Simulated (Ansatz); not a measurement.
# FH₇OSi₃···SiH₄···H₂O: what the fields show

```xyz
20

Si   -1.2561    0.1303   -1.1275
Si    2.4123   -1.1325    1.3968
Si   -1.2721    1.8606    0.4714
Si   -1.6307   -2.0385   -0.3152
O    -2.4210    0.3799   -2.2603
H     1.6802    1.1170   -0.9673
O     1.8408    1.5290   -0.1120
H     1.2235   -0.4881    2.0030
F     0.1805    0.1369   -1.8865
H     2.6309   -2.4440    2.0676
H     2.1865   -1.3884   -0.0475
H     3.6224   -0.2973    1.5938
H    -0.8218    3.1450   -0.1288
H    -0.4895    1.5318    1.6848
H    -2.7042    2.0194    0.8612
H    -0.5593   -2.4226    0.6405
H    -1.6639   -3.0147   -1.4363
H    -2.9362   -2.0617    0.3974
H    -2.5655    1.2700   -2.5860
H     2.5432    2.1677   -0.2489
```

The product side of a reaction path; geometry: PBE0-D4/def2-TZVP.

The calculation used RKS PBE0-D4/def2-TZVPP in Ansatz.

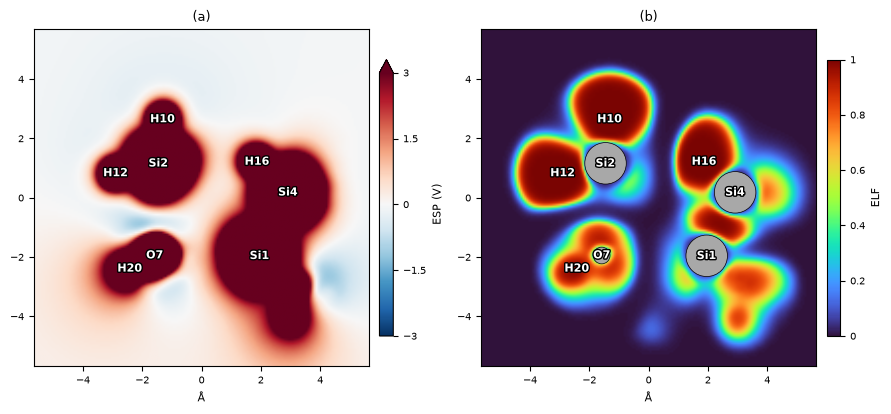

Figure 1. (a) electrostatic potential; (b) electron localisation function on the plane of atoms H10, Si2 and H12. Grey discs cover the atomic cores in the ELF map.

Q: What does the map show?

A:
- The plane passes through Si, O and H nuclei.
- Si–Si (2.35 Å): the ELF peaks at about 1 between the atoms (a covalent bond).
- O–H (0.96 Å): the ELF climbs to about 1 towards the hydrogen, as it does in any bond to H: an ordinary covalent bond to hydrogen.
- Si–H (1.49 Å): the ELF climbs to about 1 towards the hydrogen.
- The ELF also peaks beside O5 and O7, away from the bonds: lone-pair regions.
- Outside the dense part of the complex the potential is most negative (−1.1 V) near O5, which lies off the plane.

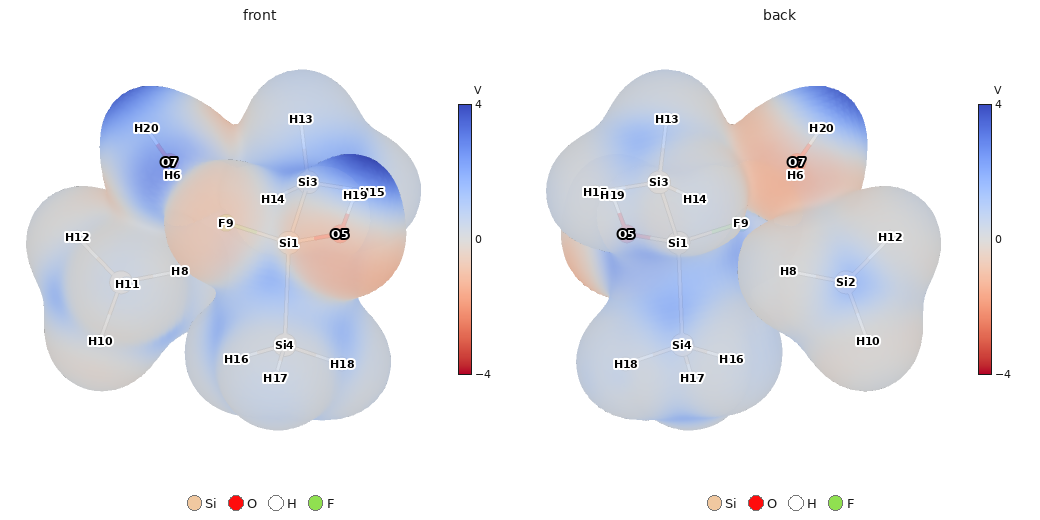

Figure 2. The molecular electrostatic potential painted on the density surface at 0.004 e/bohr³, seen from the front and from behind; the colour scale runs from red (negative) to blue (positive).

Q: Where is the surface potential most negative and most positive?

A: The most negative region (about −1.2 V) lies over the gap between the two molecules, near Si3 and O7, the most positive (about +3.6 V) over H19.

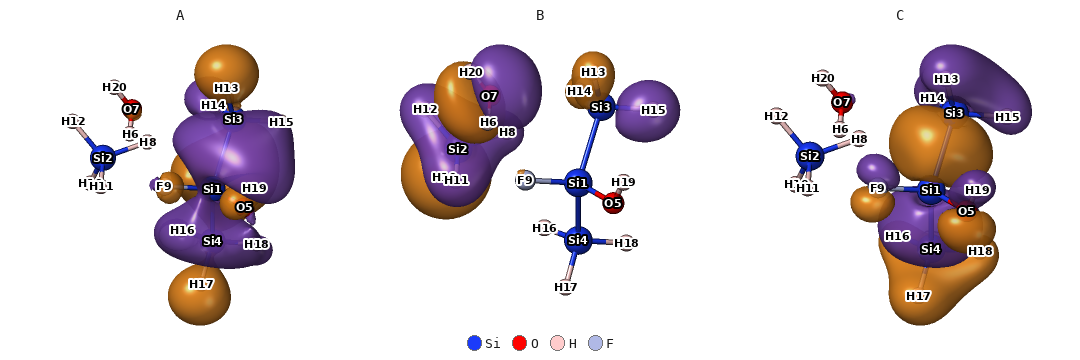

Figure 3. Three frontier orbitals at ±0.06 Å⁻³ᐟ² (orange and purple are the two phases), in no order.

Q: Which picture is the HOMO−1, the HOMO and the LUMO?

A: B is the HOMO−1 (−8.89 eV). Its weight (Hirshfeld) is mainly on O7 (about 50 %), Si2 (about 15 %) and H10 (about 15 %). C is the HOMO (−7.57 eV). By Hirshfeld shares it lies mainly on Si1 (about 30 %), Si3 (about 25 %), Si4 (about 20 %) and O5 (about 5 %). A is the LUMO (−0.77 eV). Its weight (Hirshfeld) is mainly on Si1 (about 30 %), Si3 (about 20 %), Si4 (about 20 %) and H19 (about 5 %).

Q: What is the HOMO–LUMO gap?

A: 6.80 eV between the orbital energies.
